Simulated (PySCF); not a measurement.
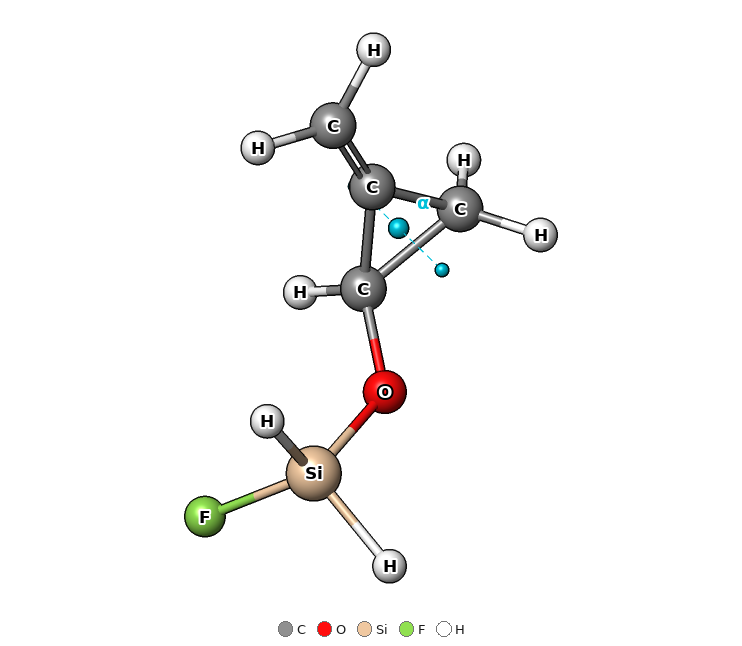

The small points mark where nucleus-independent chemical shifts (NICS) were computed: at the centre of each lettered ring and 1 Å above and below it. The computed structure is the end point of a GFN2-xTB optimisation. No frequency run is at hand to confirm it as a minimum. Properties computed with GIAO PBE0/pcSseg-1 NMR shielding, non-relativistic, gas phase (PySCF 2.14.0).

Give NICS(0), NICS(1) and the out-of-plane component NICS(1)zz for each ring (means of the two sides).

```
ring  members  NICS(0)  NICS(1)  NICS(1)zz
   α       C3    −27.1     −7.6      −17.0
```

Values in ppm.

The geometry is semi-empirical. Around Si such bond lengths and angles can be off by a tenth of an ångström or more and by several degrees, and values that hang on the shape move with them.
